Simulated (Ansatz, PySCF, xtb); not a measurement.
HF (SMILES F) and C2H3F (SMILES C=CF) are pulled apart as rigid monomers along the line of their centres of mass, from the B3LYP-D3(BJ)/def2-TZVP minimum. Starting geometry (charge 0, multiplicity 1):
```json
[
 {"atom": "F", "x (Å)": "-0.0997", "y (Å)": "-0.0549", "z (Å)": "-0.3070"},
 {"atom": "H", "x (Å)": "0.0198", "y (Å)": "0.4426", "z (Å)": "0.4722"},
 {"atom": "C", "x (Å)": "-0.2496", "y (Å)": "-1.1900", "z (Å)": "2.8743"},
 {"atom": "C", "x (Å)": "0.0143", "y (Å)": "0.0645", "z (Å)": "3.1631"},
 {"atom": "F", "x (Å)": "0.1764", "y (Å)": "1.0068", "z (Å)": "2.1854"},
 {"atom": "H", "x (Å)": "-0.3506", "y (Å)": "-1.5352", "z (Å)": "1.8546"},
 {"atom": "H", "x (Å)": "-0.3689", "y (Å)": "-1.8969", "z (Å)": "3.6820"},
 {"atom": "H", "x (Å)": "0.1338", "y (Å)": "0.5071", "z (Å)": "4.1410"}
]
```

Interaction energies with rigid monomers; basis-set methods are counterpoise corrected unless marked otherwise.

Correlated levels freeze the cores.

Programs: Ansatz (Gaussian orbitals); PySCF for the dispersion terms; xtb for the GFN methods. 

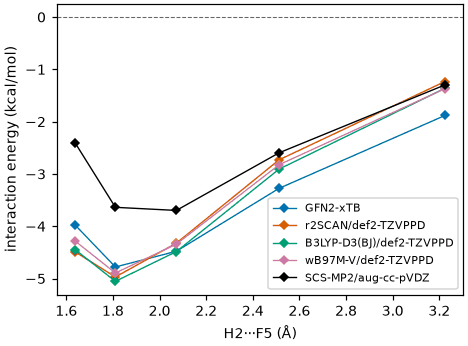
Fig. 1. Interaction energy against separation

### Question
Which level binds most strongly at H2···F5 = 1.81, and by how much?

### Answer
B3LYP-D3(BJ)/def2-TZVPPD, -5.1 kcal/mol.

Ansatz is a quantum-chemistry and plane-wave program.
